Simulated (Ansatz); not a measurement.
F2H2Si

The calculation's input:

```
crystal:
  periodic: [false, false, false]
  atoms:
    - { symbol: Si, position_ang: [0.0, 0.0, 0.0] }
    - { symbol: F, position_ang: [0.0, 0.0, 1.59] }
    - { symbol: H, position_ang: [1.3768, 0.0, -0.4862] }
    - { symbol: H, position_ang: [-0.6877, 1.1914, -0.4862] }
    - { symbol: F, position_ang: [-0.7489, -1.2974, -0.5295] }
basis:
  gaussian: { orbitals: "6-31G*" }
hamiltonian:
  xc: b3lyp
  dispersion: d4
relax:
  f_tol: 0.02
  max_steps: 40
output:
  orbitals: {}
```

Command:

```sh
ansatz run input.yaml --threads 1 --pin off --max-ram 2048MiB --backend cpu --events-out ev --progress --plain --runs-dir out
```

The fields are those of the run's last geometry, not of the input's.

Method: Ansatz, RKS B3LYP-D4/6-31G*.

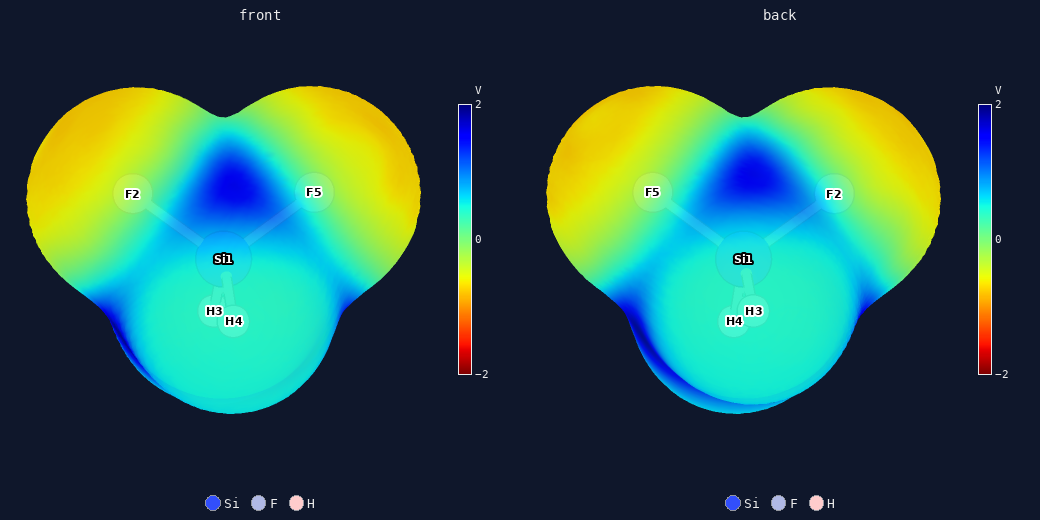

Figure 1. The molecular electrostatic potential painted on the density surface at 0.002 e/bohr³, seen from the front and from behind; red is negative and blue positive.

Q: Where is the surface potential most negative and most positive?

A: The most negative region (about −0.8 V) lies over F2 and F5, the most positive (about +1.9 V) over Si1.

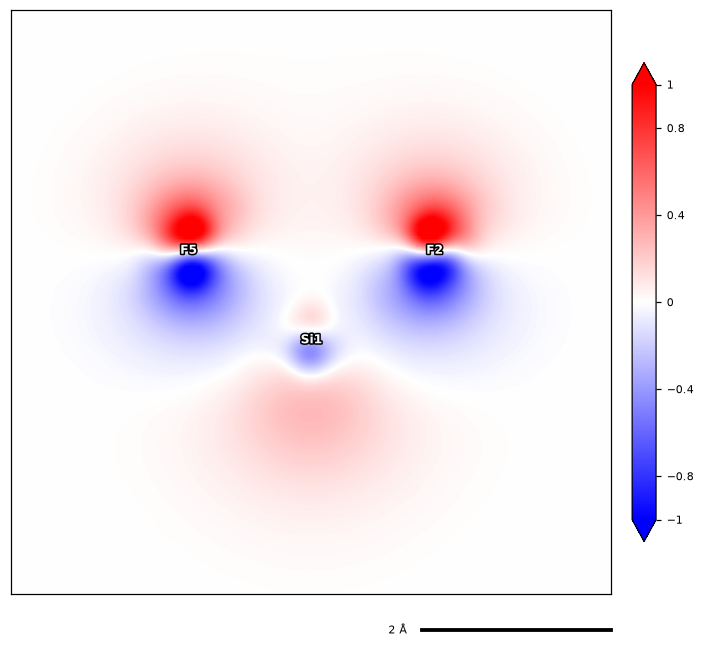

Figure 2. The HOMO−1 on the plane of atoms F2, Si1 and F5 (values in Å⁻³ᐟ²; the overall sign is arbitrary).

Q: Describe this orbital and give its energy.

A: Its weight (Hirshfeld) is mainly on F2 (about 30 %), F5 (about 30 %), Si1 (about 20 %), H3 (about 10 %) and H4 (about 10 %). Its energy is −11.23 eV.

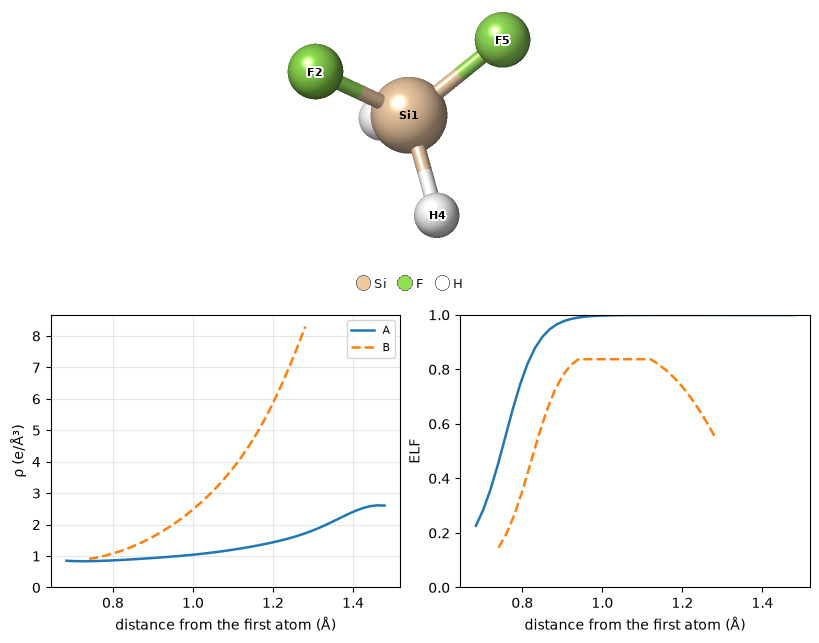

Figure 3. Total electron density and electron localisation function along straight lines between neighbouring atoms. The curves leave out the atomic cores. The structure is drawn too.

Q: Which curve belongs to which contact (Si–F and Si–H)? The first atom named is at distance zero.

A: Curve A: Si–H (1.48 Å): the density is about 0.84 e/Å³ at the midpoint; the ELF climbs to about 1 towards the hydrogen, as it does in any bond to H. Curve B: Si–F (1.60 Å): the density is about 1.1 e/Å³ at the midpoint; the ELF peaks at about 0.85 in the valence shell of F, 0.7 Å from its nucleus, and is about 0.35 at the midpoint.

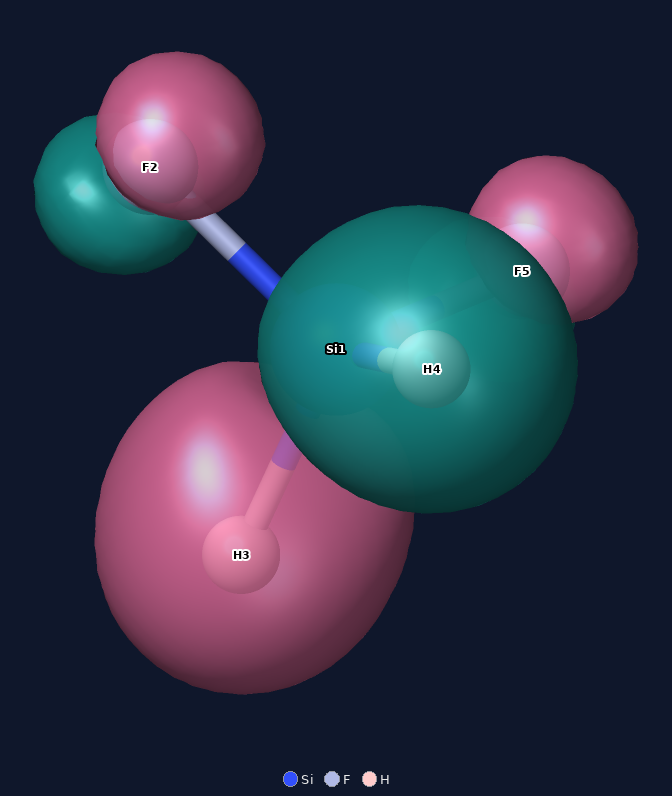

Figure 4. The HOMO at ±0.15 Å⁻³ᐟ² (teal and pink are the two phases), seen at a tilt.

Q: What is the character of this orbital?

A: It lies mainly on Si1 (about 30 %), H3 (about 25 %), H4 (about 25 %), F2 (about 10 %) and F5 (about 10 %). Its energy is −9.48 eV.
